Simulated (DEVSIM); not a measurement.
Device: abrupt Si n-p junction, at 400 K.

```
layer (left to right)  material  thickness (μm)  Nd (cm⁻³)  Na (cm⁻³)  τn (s)  τp (s)
---------------------  --------  --------------  ---------  ---------  ------  ------
1                            Si            72.0     9.9e18          -  5.3e-6  5.3e-6
2                            Si            1.20          -     8.4e17  5.3e-6  5.3e-6
```

Left contact: ohmic. Right contact: ohmic. Voltage is applied to the left contact. Recombination: SRH at mid-gap. Gap narrowing is on: ΔEg = 6.92 meV × (l + √(l² + 0.5)), l = ln(N/1.3e17 cm⁻³), shared equally by both band edges. Mobility is μmin + (μ − μmin)/(1 + (N/Nref)^α).

This is a model device: material constants are rounded textbook-type values typed into the input, and sizes, dopings and lifetimes were drawn at random. Values at 300 K; Nc and Nv go as T^1.5, mobilities as T to minus their exponent, the gap by Varshni's rule with the affinity fixed.

| parameter | Si |
|---|---|
| gap (eV) | 1.124 |
| affinity (eV) | 4.05 |
| permittivity | 11.7 |
| Nc (cm⁻³) | 2.86e19 |
| Nv (cm⁻³) | 3.1e19 |
| μn (cm²/Vs) | 1417 |
| μp (cm²/Vs) | 470 |
| μn,min | 52 |
| μp,min | 45 |
| Nref,n | 9.7e16 |
| Nref,p | 2.2e17 |
| αn | 0.68 |
| αp | 0.72 |
| T exponent of μn | 2.3 |
| T exponent of μp | 2.2 |
| Varshni α (eV/K) | 0.000473 |
| Varshni β (K) | 636 |

Model (solved in DEVSIM): 1D drift-diffusion, Boltzmann statistics, complete ionisation; no tunnelling, impact ionisation, image-force lowering or self-heating.

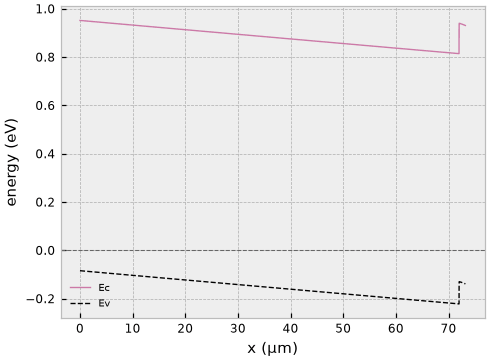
Figure. Band edges at -0.9 V on the left contact

Energies count from the Fermi level of the right contact; mesh points crowd at the junctions.

| x (μm) | Ec (eV) | Ev (eV) | n (cm⁻³) | p (cm⁻³) | field (V/cm) |
|---|---|---|---|---|---|
| 0.000 | 0.951 | -0.085 | 9.9e18 | 1.9e7 | -19 |
| 0.03736 | 0.951 | -0.085 | 9.9e18 | 8.7e13 | -19 |
| 0.1328 | 0.951 | -0.085 | 9.9e18 | 3.1e14 | -19 |
| 0.3768 | 0.951 | -0.085 | 9.9e18 | 8.7e14 | -19 |
| 1.339 | 0.949 | -0.087 | 9.9e18 | 3.0e15 | -19 |
| 3.459 | 0.945 | -0.091 | 9.9e18 | 7.3e15 | -19 |
| 8.877 | 0.934 | -0.102 | 9.9e18 | 1.7e16 | -19 |
| 30.24 | 0.893 | -0.143 | 9.9e18 | 3.9e16 | -19 |
| 54.74 | 0.847 | -0.189 | 1.0e19 | 5.9e16 | -19 |
| 65.26 | 0.827 | -0.209 | 1.0e19 | 6.9e16 | -19 |
| 69.38 | 0.819 | -0.217 | 1.0e19 | 7.3e16 | -19 |
| 71.25 | 0.815 | -0.221 | 1.0e19 | 7.5e16 | -19 |
| 71.72 | 0.815 | -0.222 | 1.0e19 | 7.5e16 | -19 |
| 71.91 | 0.814 | -0.222 | 1.0e19 | 7.6e16 | -19 |
| 71.99 | 0.814 | -0.222 | 1.0e19 | 7.6e16 | 480 |
| 72.02 | 0.939 | -0.131 | 2.6e17 | 1.1e18 | 2400 |
| 72.08 | 0.939 | -0.130 | 2.4e17 | 1.1e18 | -64 |
| 72.23 | 0.938 | -0.131 | 2.1e17 | 1.1e18 | -67 |
| 72.75 | 0.935 | -0.135 | 1.0e17 | 9.4e17 | -82 |
| 73.03 | 0.932 | -0.138 | 4.0e16 | 8.8e17 | -93 |
| 73.15 | 0.931 | -0.139 | 1.3e16 | 8.5e17 | -99 |
| 73.20 | 0.930 | -0.139 | 8.3e7 | 8.4e17 | -100 |
